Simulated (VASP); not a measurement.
Band structure of Si (space group Fd-3m). Level of theory: PBE GGA, VASP's PBE PAW potentials (set 64) (plane waves; VASP 6.6.1).

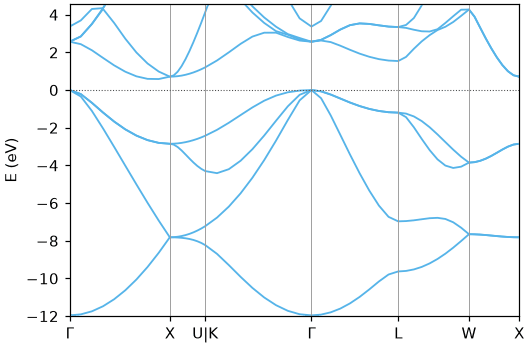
Figure. Bands along high-symmetry lines, zero at the valence-band maximum or, without a gap, the Fermi level

Question: Read the plot: is there a gap, and where are the band edges?

Answer: The gap is indirect, 0.57 eV, from the valence maximum at Γ to the conduction minimum at (0.43, 0.43, 0.00).

The structure is a typed Si crystal (Fd-3m). The cell was not relaxed at this level.
